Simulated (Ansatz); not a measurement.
**Run report: AlGeH$_{3}$OF$_{4}$, geometry relaxation (part 1 of 2)**

The run: geometry relaxation of AlGeH$_{3}$OF$_{4}$. Method and program: RKS PBE-D4/def2-SVP (Ansatz 0.2.0).

It belongs to a series of runs on one base structure; here: end point B relaxed. Figures and captions count atoms from 1; the log counts them from 0 in places.

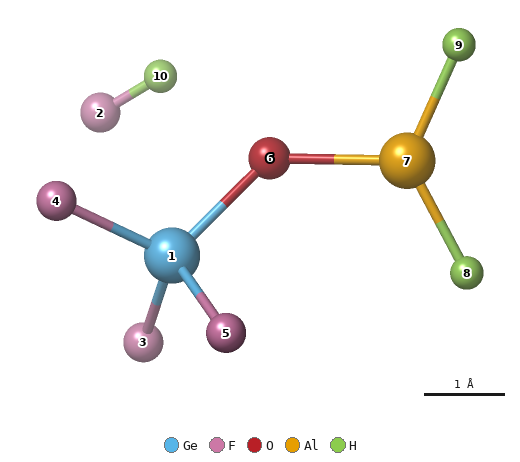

*The structure as given in the input (ball-and-stick view, seen at a tilt; atoms are numbered from 1 in the order of the input). Sticks mark near contacts.*

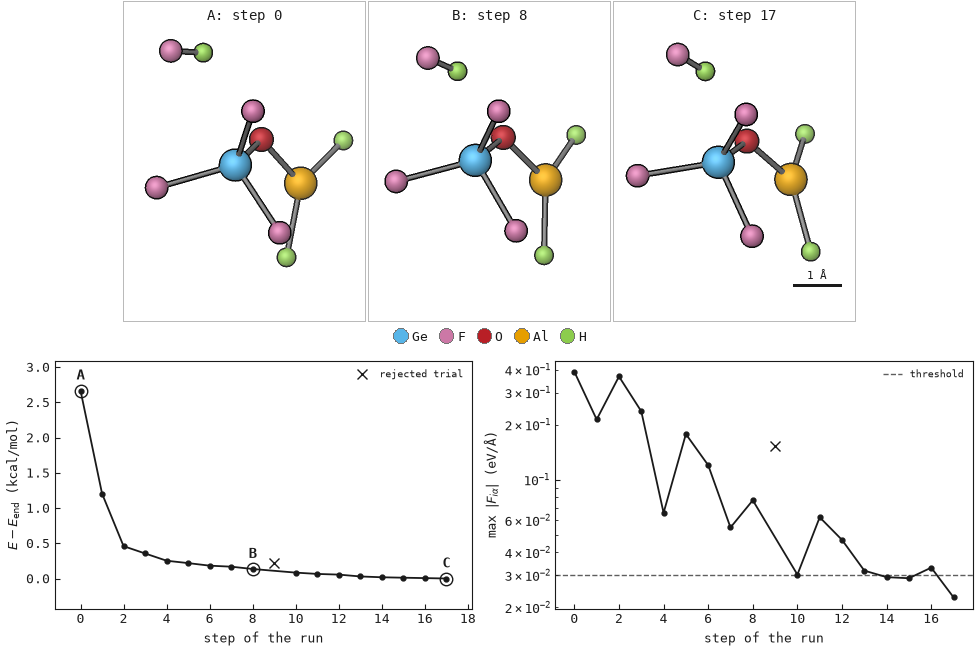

*Frames of the relaxation (ball-and-stick view, seen at a tilt) above the curves, on which the letters mark them (the first geometry is step 0 here and step 1 in the log).*

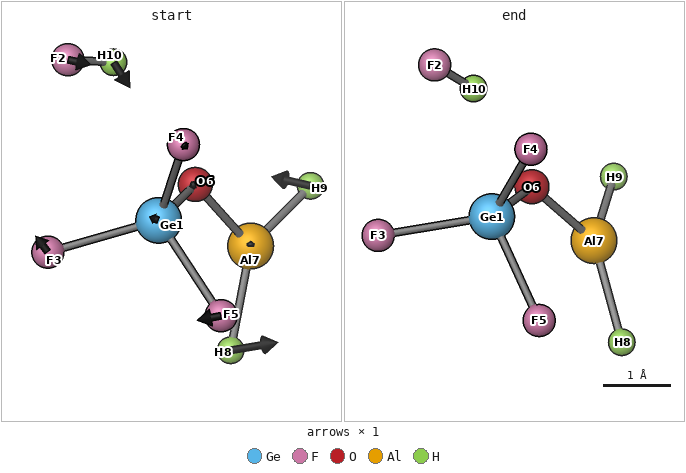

*Before (left) and after (right) the relaxation, at one scale (ball-and-stick view, seen at a tilt). The black arrows give the displacements, at true length.*

The largest move after the best rigid fit is that of H8, 0.78 Å. Largest moves by element: H 0.78 Å, F 0.38 Å, Ge 0.16 Å, O 0.10 Å, Al 0.08 Å. Among the contacts that change: F2–H10 0.933 → 0.958 Å, Al7–H9 1.598 → 1.587 Å, Ge1–O6 1.763 → 1.772 Å, Al7–H8 1.592 → 1.587 Å. Among the angles that change: Ge1–O6–Al7 128.8° → 135.4°, F3–Ge1–F4 110.6° → 113.4°. The energy falls by 2.67 kcal/mol in 17 geometry steps. The largest force component goes from 0.39 to 0.023 eV/Å. The line search rejected the trial step at point 9 (counted from 0) and went back. (Atoms are counted from 1 in the order of the input.)

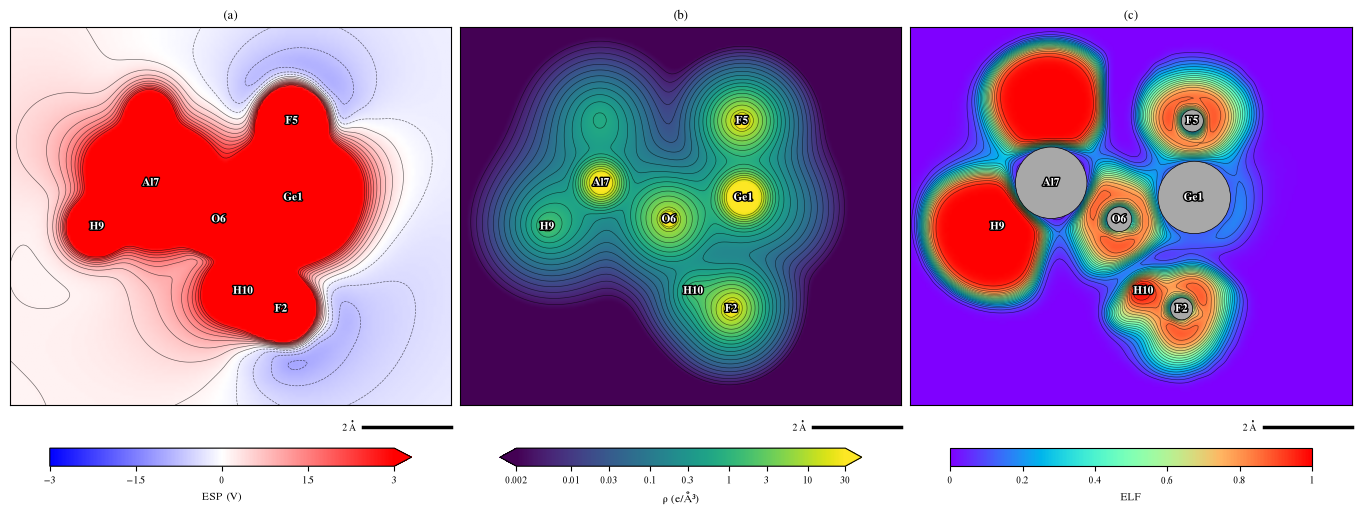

*(a) molecular electrostatic potential; (b) total electron density; (c) electron localisation function on the plane of atoms F5, Ge1 and O6. Grey discs, where drawn, cover atomic cores.*

Atoms in the plane: Ge, F, O, Al and H. Ge–F (1.74 Å): ρ at the midpoint is about 0.92 e/Å³; the ELF peaks at about 0.80 in the valence shell of F, 0.5 Å from its nucleus, and is about 0.25 at the midpoint. Al–O (1.76 Å): ρ at the midpoint is about 0.72 e/Å³; the ELF peaks at about 0.85 in the valence shell of O, 0.6 Å from its nucleus, and is about 0.40 at the midpoint. F–H (0.96 Å): ρ at the midpoint is about 4.3 e/Å³, with its minimum of 2.1 e/Å³ about 0.8 Å from F; the ELF climbs to about 1 towards the hydrogen, as it does in any bond to H; a covalent bond by its length.

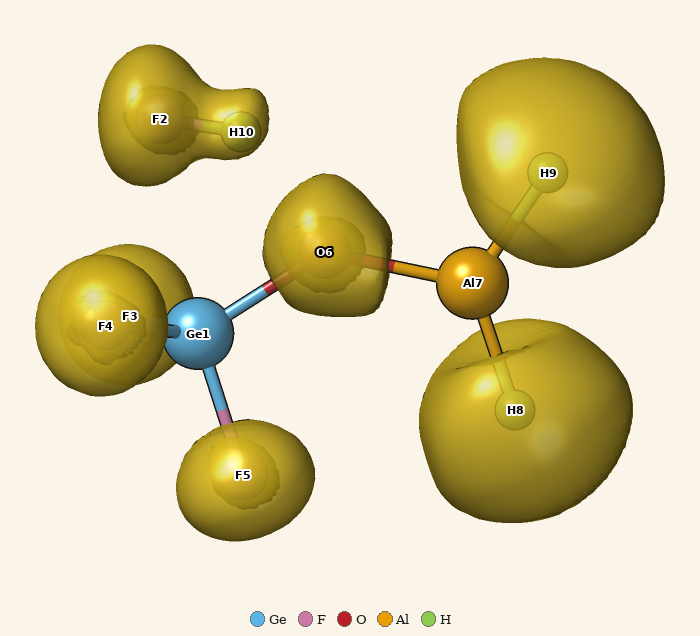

*Isosurface of the electron localisation function at 0.75 (yellow), seen face on. Only the valence region is drawn (cores and ρ < 0.01 e/Å³ removed).*

Values along the shortest contacts: Ge1···F2 (2.54 Å): the ELF is only about 0.10 between them. Ge–F (1.72 Å): the ELF peaks at about 0.80 in the valence shell of F, 0.5 Å from its nucleus, and is about 0.25 at the midpoint.

The input that produced these results follows, with the program's output.

Input:
```yaml
crystal:
  periodic: [false, false, false]
  atoms:
    - { symbol: Ge, position_ang: [-0.362514, -0.114928, -0.412817] }
    - { symbol: F, position_ang: [-0.173259, 0.798129, 2.307289] }
    - { symbol: F, position_ang: [0.911647, -1.097394, 0.210259] }
    - { symbol: F, position_ang: [0.149857, 1.525625, -0.553299] }
    - { symbol: F, position_ang: [-0.653993, -0.66822, -2.037838] }
    - { symbol: O, position_ang: [-1.908763, -0.271276, 0.419772] }
    - { symbol: Al, position_ang: [-3.291068, -1.274076, -0.002111] }
    - { symbol: H, position_ang: [-3.029806, -2.656115, -0.748312] }
    - { symbol: H, position_ang: [-4.682406, -0.704053, 0.538266] }
    - { symbol: H, position_ang: [-1.098195, 0.724107, 2.211491] }
basis:
  gaussian: { orbitals: def2-SVP }
hamiltonian:
  xc: pbe
  dispersion: d4
relax:
  f_tol: 0.03
  max_steps: 50
output:
  orbitals: {}
```

Command:
```bash
ansatz run input.yaml --threads 4 --pin off --max-ram 5120MiB --backend cpu --events-out ev --progress --plain --runs-dir out
```

Output:
```
The last accepted step is kept in [file] (removed where the run ends without a failure and the disk answers)
Engine: ansatz 0.2.0, aarch64-unknown-linux-gnu
Functional definition: PBE
  parameter kappa = 0.804
  parameter beta = 0.06672455060314922
  exchange = pbe_x(kappa = kappa, mu = beta*pi^2/3)
  correlation = pbe_c(beta = beta)
1453 factors; their error is unknown
mean field evaluation 1: about -76027.2185 eV, gradient 8.5e1 eV
mean field evaluation 2: about -75970.7128 eV, gradient 1.9e2 eV
mean field evaluation 4: about -76038.8087 eV, gradient 1.2e1 eV
mean field evaluation 8: about -76039.0435 eV, gradient 2.9e-1 eV
mean field evaluation 16: about -76038.9518 eV, gradient 9.1e-4 eV
mean field -76038.95182878 eV, -2794.3799386549 hartree, gradient 1.2e-5 eV, S^2 0.000000; 0 other end points of the search recorded, 0 dependent functions left out
the calculation of the forces begins
reference -76038.95187257 eV, -2794.3799402642 hartree; 46, 46 occupied and 89, 89 virtual orbitals, 1453 factors
relax step   1: F+E_penalty+E_count = -76039.17573154 eV  Δ(F+E_penalty+E_count) = +0.000e0 eV  max|allowed force component| = 3.898e-1 eV/Å  Δτ_max = 0.0000 Å  (29 SCF iters, accepted)
these checks for a lower state are left out or cut short: starts, cluster_reference, orbital_swaps, neighbouring_geometries, increment
1453 factors; their error is unknown
mean field -76039.01176153 eV, -2794.3821411427 hartree, gradient 1.7e-5 eV, S^2 0.000000; 0 other end points of the search recorded, 0 dependent functions left out
[... from here on the field's lines of each further geometry are left out, up to the last ...]
relax step   2: F+E_penalty+E_count = -76039.23912096 eV  Δ(F+E_penalty+E_count) = -6.339e-2 eV  max|allowed force component| = 2.136e-1 eV/Å  Δτ_max = 0.1949 Å  (28 SCF iters, accepted)
relax step   3: F+E_penalty+E_count = -76039.27146049 eV  Δ(F+E_penalty+E_count) = -3.234e-2 eV  max|allowed force component| = 3.673e-1 eV/Å  Δτ_max = 0.1951 Å  (29 SCF iters, accepted)
relax step   4: F+E_penalty+E_count = -76039.27595398 eV  Δ(F+E_penalty+E_count) = -4.493e-3 eV  max|allowed force component| = 2.367e-1 eV/Å  Δτ_max = 0.0630 Å  (30 SCF iters, accepted)
relax step   5: F+E_penalty+E_count = -76039.28042298 eV  Δ(F+E_penalty+E_count) = -4.469e-3 eV  max|allowed force component| = 6.585e-2 eV/Å  Δτ_max = 0.0296 Å  (30 SCF iters, accepted)
relax step   6: F+E_penalty+E_count = -76039.28188948 eV  Δ(F+E_penalty+E_count) = -1.467e-3 eV  max|allowed force component| = 1.777e-1 eV/Å  Δτ_max = 0.1026 Å  (29 SCF iters, accepted)
relax step   7: F+E_penalty+E_count = -76039.28346048 eV  Δ(F+E_penalty+E_count) = -1.571e-3 eV  max|allowed force component| = 1.200e-1 eV/Å  Δτ_max = 0.0456 Å  (29 SCF iters, accepted)
relax step   8: F+E_penalty+E_count = -76039.28408755 eV  Δ(F+E_penalty+E_count) = -6.271e-4 eV  max|allowed force component| = 5.473e-2 eV/Å  Δτ_max = 0.0917 Å  (29 SCF iters, accepted)
relax step   9: F+E_penalty+E_count = -76039.28551501 eV  Δ(F+E_penalty+E_count) = -1.427e-3 eV  max|allowed force component| = 7.712e-2 eV/Å  Δτ_max = 0.0646 Å  (29 SCF iters, accepted)
relax step  10: F+E_penalty+E_count = -76039.28211235 eV  Δ(F+E_penalty+E_count) = +3.403e-3 eV  max|allowed force component| = 1.534e-1 eV/Å  Δτ_max = 0.1202 Å  (29 SCF iters, rejected (line search))
relax step  11: F+E_penalty+E_count = -76039.28774407 eV  Δ(F+E_penalty+E_count) = -2.229e-3 eV  max|allowed force component| = 3.021e-2 eV/Å  Δτ_max = 0.0600 Å  (29 SCF iters, accepted)
relax step  12: F+E_penalty+E_count = -76039.28854650 eV  Δ(F+E_penalty+E_count) = -8.024e-4 eV  max|allowed force component| = 6.226e-2 eV/Å  Δτ_max = 0.0978 Å  (30 SCF iters, accepted)
relax step  13: F+E_penalty+E_count = -76039.28896536 eV  Δ(F+E_penalty+E_count) = -4.189e-4 eV  max|allowed force component| = 4.679e-2 eV/Å  Δτ_max = 0.0114 Å  (31 SCF iters, accepted)
relax step  14: F+E_penalty+E_count = -76039.29010415 eV  Δ(F+E_penalty+E_count) = -1.139e-3 eV  max|allowed force component| = 3.177e-2 eV/Å  Δτ_max = 0.0876 Å  (30 SCF iters, accepted)
relax step  15: F+E_penalty+E_count = -76039.29060469 eV  Δ(F+E_penalty+E_count) = -5.005e-4 eV  max|allowed force component| = 2.926e-2 eV/Å  Δτ_max = 0.0881 Å  (30 SCF iters, accepted)
relax step  16: F+E_penalty+E_count = -76039.29087246 eV  Δ(F+E_penalty+E_count) = -2.678e-4 eV  max|allowed force component| = 2.886e-2 eV/Å  Δτ_max = 0.0503 Å  (30 SCF iters, accepted)
relax step  17: F+E_penalty+E_count = -76039.29111570 eV  Δ(F+E_penalty+E_count) = -2.432e-4 eV  max|allowed force component| = 3.300e-2 eV/Å  Δτ_max = 0.0680 Å  (30 SCF iters, accepted)
the calculation of the forces begins
reference -76039.06268297 eV, -2794.3840124712 hartree; 46, 46 occupied and 89, 89 virtual orbitals, 1453 factors
relax step  18: F+E_penalty+E_count = -76039.29136614 eV  Δ(F+E_penalty+E_count) = -2.504e-4 eV  max|allowed force component| = 2.270e-2 eV/Å  Δτ_max = 0.0132 Å  (31 SCF iters, accepted)
1453 factors; their error is unknown
mean field -76039.06264021 eV, -2794.3840108999 hartree, gradient 1.4e-5 eV, S^2 0.000000; 1 other end points of the search recorded, 0 dependent functions left out
the calculation of the forces begins
reference -76039.06268297 eV, -2794.3840124712 hartree; 46, 46 occupied and 89, 89 virtual orbitals, 1453 factors
Total energy: -76039.29140890 eV, -2794.3924179940 hartree
Atom 0 at    -0.258035    -0.130813    -0.289118 Å, force     0.006956     0.020607    -0.000464 eV/Å
Atom 1 at    -0.399355     0.914329     2.024519 Å, force    -0.002414    -0.002185    -0.004968 eV/Å
Atom 2 at     1.019591    -0.979740     0.498457 Å, force     0.003231    -0.001566     0.006224 eV/Å
Atom 3 at     0.132752     1.507556    -0.659335 Å, force    -0.000681    -0.011180    -0.004425 eV/Å
Atom 4 at    -0.392949    -0.901704    -1.841280 Å, force    -0.002069    -0.000596    -0.007423 eV/Å
Atom 5 at    -1.850127    -0.340596     0.459178 Å, force    -0.006800    -0.006653     0.019985 eV/Å
Atom 6 at    -3.316513    -1.222656     0.055173 Å, force    -0.001914    -0.007450    -0.022695 eV/Å
Atom 7 at    -3.345881    -2.150517    -1.232020 Å, force     0.002357     0.010235     0.012936 eV/Å
Atom 8 at    -4.475747    -0.969672     1.109103 Å, force    -0.001837    -0.000194     0.002549 eV/Å
Atom 9 at    -1.252236     0.535613     1.808023 Å, force     0.003171    -0.001018    -0.001719 eV/Å
Dipole moment:    -0.734927    -0.251914     0.073077 e Å
```

Trajectory as extended XYZ (Å, eV, eV/Å), 18 frames, from step=1 to step=18:
```
10
Properties=species:S:1:pos:R:3:forces:R:3 step=1 energy=-76039.17573
Ge   -0.3625   -0.1149   -0.4128   -0.1718   0.0253   0.2519
F    -0.1733    0.7981    2.3073    0.3099  -0.0143  -0.0980
F     0.9116   -1.0974    0.2103   -0.0464   0.0196  -0.0146
F     0.1499    1.5256   -0.5533   -0.0089  -0.0257   0.0023
F    -0.6540   -0.6682   -2.0378    0.0214   0.0097   0.0264
O    -1.9088   -0.2713    0.4198    0.2583   0.0757  -0.0290
Al   -3.2911   -1.2741   -0.0021   -0.0680   0.0009   0.0884
H    -3.0298   -2.6561   -0.7483   -0.0166   0.0586   0.0010
H    -4.6824   -0.7041    0.5383    0.1120  -0.0416  -0.0415
H    -1.0982    0.7241    2.2115   -0.3898  -0.1082  -0.1869
10
Properties=species:S:1:pos:R:3:forces:R:3 step=2 energy=-76039.23912
Ge   -0.3559   -0.0970   -0.3698    0.1626   0.1073   0.1733
F    -0.2135    0.7586    2.1902    0.1602   0.0260  -0.0118
F     0.9151   -1.0854    0.2478   -0.0237  -0.0380  -0.0401
F     0.1596    1.5415   -0.5167   -0.0184  -0.0021  -0.0664
F    -0.6465   -0.6503   -1.9949   -0.0072   0.0041   0.0366
O    -1.8985   -0.2519    0.4592   -0.0134   0.0121   0.0460
Al   -3.2767   -1.2613    0.0398   -0.0900  -0.0202  -0.0155
H    -3.0226   -2.6279   -0.7324    0.0139   0.0326   0.0149
H    -4.6656   -0.6943    0.5649    0.0295  -0.0090   0.0212
H    -1.1338    0.6298    2.0446   -0.2136  -0.1128  -0.1583
```
